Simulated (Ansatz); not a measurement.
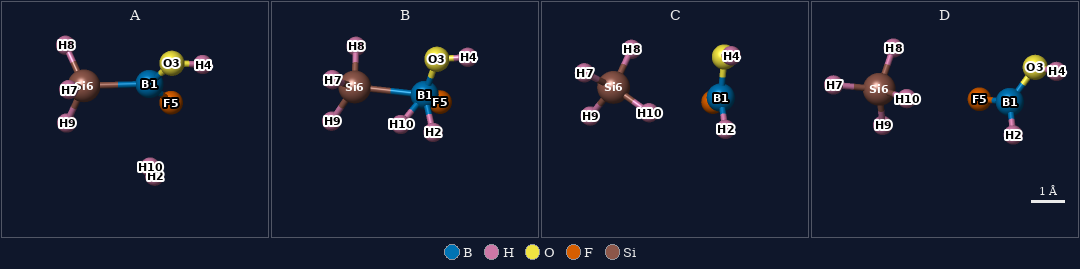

4 geometries from a converged minimum-energy path of BSiH6OF, made up of BH$_{2}$OF and SiH4, shuffled. The picture is a ball-and-stick view, seen face on.

The calculation used RKS PBE0/def2-SVP in Ansatz. Run with 9 movable images; climbing image; force threshold 0.05 eV/Å; iteration limit 60; starting path through a guess of the saddle point.

Which frame is the transition state?

B. In order along the path, whose images run from 0 to 10: D (image 0, 0.0 kJ/mol), C (image 3, +8.1 kJ/mol), B (image 5, +195.5 kJ/mol), A (image 8, +46.5 kJ/mol). Breaking: B1–H2 (1.21 → 1.37 at the top → 3.13 Å), Si6–H10 (1.49 → 1.96 at the top → 4.03 Å). Forming: B1–Si6 (4.07 → 2.19 at the top → 2.03 Å), H2–H10 (3.53 → 1.05 at the top → 0.76 Å).

Limits of the set-up: the start holds two separate molecules, 3.1 Å apart at their closest, whose relative position is a soft coordinate and is computed without a dispersion correction.
